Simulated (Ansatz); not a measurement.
AlClH₆O₂Si

Input

```
crystal:
  periodic: [false, false, false]
  atoms:
    - { symbol: Al, position_ang: [-0.099374, -0.276184, 0.022921] }
    - { symbol: O, position_ang: [-0.502075, -0.162411, 1.714782] }
    - { symbol: Si, position_ang: [-1.36669, -0.620026, 3.023026] }
    - { symbol: H, position_ang: [-2.311474, -1.702952, 2.687845] }
    - { symbol: H, position_ang: [-0.466557, -1.089515, 4.093771] }
    - { symbol: H, position_ang: [-2.132687, 0.538998, 3.528578] }
    - { symbol: H, position_ang: [1.363844, -0.491202, -0.471191] }
    - { symbol: Cl, position_ang: [-1.731634, -0.404741, -1.311802] }
    - { symbol: O, position_ang: [-0.123937, 2.580742, 0.806898] }
    - { symbol: H, position_ang: [-0.922494, 3.05942, 0.615905] }
    - { symbol: H, position_ang: [-0.313522, 2.042071, 1.595166] }
basis:
  gaussian: { orbitals: "6-31G*" }
hamiltonian:
  xc: hf
relax:
  f_tol: 0.03
  max_steps: 50
output:
  orbitals: {}
```

Launched as:

```sh
ansatz run input.yaml --threads 2 --pin off --max-ram 3072MiB --backend cpu --events-out ev --progress --plain --runs-dir out
```

The fields are those of the run's last geometry, not of the input's.

The calculation used Ansatz 0.2.0, RHF/6-31G*.

Predict the electron density and electron localisation function between the atoms.

Si–O (1.62 Å): ρ at the midpoint is about 1.1 e/Å³; the ELF peaks at about 0.85 between the atoms; a short, strongly polar bond.
Al–O (1.71 Å): ρ at the midpoint is about 0.78 e/Å³; the ELF peaks at about 0.85 in the valence shell of O, 0.7 Å from its nucleus, and is about 0.35 at the midpoint.
O–H (0.95 Å): ρ is about 3.8 e/Å³ halfway; the ELF climbs to about 1 towards the hydrogen, as it does in any bond to H (a covalent bond by its length).

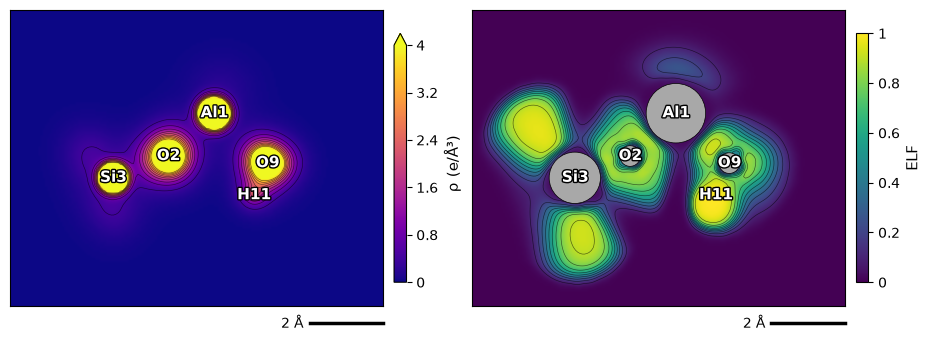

Computed electron density and electron localisation function on the plane of atoms O2, Al1 and O9, in this order. Grey discs cover the atomic cores in the ELF map. 
